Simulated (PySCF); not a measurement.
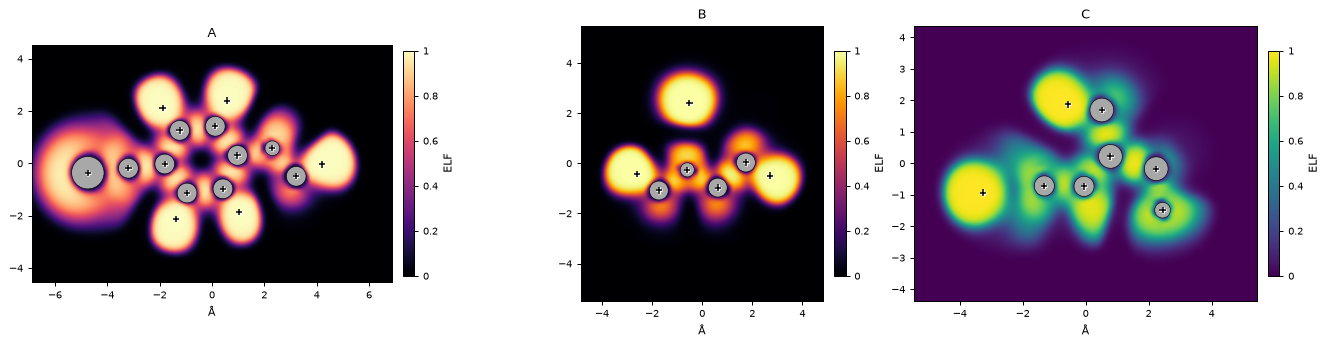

The ELF of 3 systems, each on a plane through atoms (crosses mark nuclei in the plane; grey discs cover the cores).

Method: PBE0/pcSseg-1, SCF density, gas phase, non-relativistic in PySCF 2.14.0.

System 1: C5H7F3N2 (SMILES C/C=N\N=C(/C)C(F)(F)F), the plane of atoms N4, C5 and C7. Geometry: GFN2-xTB.

```xyz
17

C     2.6665   -0.0247   -0.2375
C     2.0056   -0.3554    1.0605
N     0.7898   -0.6424    1.2275
N    -0.1544   -0.8933    0.4094
C    -1.1179   -0.1644    0.0213
C    -1.3150    1.3045    0.2488
C    -2.1967   -0.8508   -0.7736
F    -2.3004   -0.3324   -2.0161
F    -2.0028   -2.1616   -0.9213
F    -3.4134   -0.6955   -0.2157
H     3.4874   -0.7166   -0.4204
H     1.9568   -0.0887   -1.0592
H     3.0825    0.9815   -0.1983
H     2.6137   -0.3543    1.9546
H    -0.4977    1.6982    0.8480
H    -2.2575    1.4786    0.7675
H    -1.3534    1.8293   -0.7055
```

System 2: C3H11OPSi (SMILES COCCP[SiH3]), the plane of atoms C1, O2 and C3. Geometry: GFN2-xTB.

```yaml
atoms:
  - { symbol: C, position_ang: [-1.3867, 1.5675, 0.8298] }
  - { symbol: O, position_ang: [-0.7045, 0.6185, 0.0538] }
  - { symbol: C, position_ang: [-1.1337, -0.7044, 0.2688] }
  - { symbol: C, position_ang: [-0.1902, -1.6268, -0.4811] }
  - { symbol: P, position_ang: [1.5375, -1.4080, 0.1952] }
  - { symbol: Si, position_ang: [1.9660, 0.6666, -0.5321] }
  - { symbol: H, position_ang: [-1.2712, 1.3621, 1.9010] }
  - { symbol: H, position_ang: [-0.9505, 2.5360, 0.5953] }
  - { symbol: H, position_ang: [-2.4560, 1.5785, 0.5857] }
  - { symbol: H, position_ang: [-1.1109, -0.9395, 1.3448] }
  - { symbol: H, position_ang: [-2.1698, -0.8273, -0.0866] }
  - { symbol: H, position_ang: [-0.2143, -1.3963, -1.5475] }
  - { symbol: H, position_ang: [-0.4974, -2.6648, -0.3348] }
  - { symbol: H, position_ang: [2.1564, -2.0572, -0.8686] }
  - { symbol: H, position_ang: [1.2352, 1.0530, -1.7371] }
  - { symbol: H, position_ang: [3.3976, 0.6549, -0.8739] }
  - { symbol: H, position_ang: [1.7854, 1.5994, 0.5767] }
```

System 3: C8H7OP (SMILES COc1ccc(C#P)cc1), the plane of atoms C4, C5 and H15. Geometry: GFN2-xTB.

```yaml
atoms:
  - { symbol: C, position_ang: [-2.9828, 0.2248, -0.2114] }
  - { symbol: O, position_ang: [-1.9956, -0.7771, -0.2138] }
  - { symbol: C, position_ang: [-0.7045, -0.4238, 0.0239] }
  - { symbol: C, position_ang: [0.2235, -1.4704, 0.0072] }
  - { symbol: C, position_ang: [1.5561, -1.2300, 0.2350] }
  - { symbol: C, position_ang: [2.0094, 0.0731, 0.4888] }
  - { symbol: C, position_ang: [3.3662, 0.3210, 0.7205] }
  - { symbol: P, position_ang: [4.8808, 0.5862, 0.9765] }
  - { symbol: C, position_ang: [1.0775, 1.1149, 0.5042] }
  - { symbol: C, position_ang: [-0.2620, 0.8728, 0.2748] }
  - { symbol: H, position_ang: [-3.0495, 0.7217, 0.7618] }
  - { symbol: H, position_ang: [-2.7999, 0.9716, -0.9906] }
  - { symbol: H, position_ang: [-3.9214, -0.2867, -0.4178] }
  - { symbol: H, position_ang: [-0.1362, -2.4681, -0.1891] }
  - { symbol: H, position_ang: [2.2672, -2.0428, 0.2207] }
  - { symbol: H, position_ang: [1.4157, 2.1226, 0.6986] }
  - { symbol: H, position_ang: [-0.9516, 1.7023, 0.2941] }
```

### Match each panel to its system.

Panel A is system 3, C8H7OP: the plane holds C, O, P and H. C–O (1.36 Å): the ELF peaks at about 0.90 between the atoms, as expected for a polar covalent bond. Panel B is system 2, C3H11OPSi: the plane holds C, O and H. C–O (1.40 Å): the ELF peaks at about 0.90 between the atoms; a shared but strongly polarised pair. Panel C is system 1, C5H7F3N2: the plane holds N, C, F and H. C–N (1.27 Å): the ELF peaks at about 0.90 between the atoms: a multiple bond.
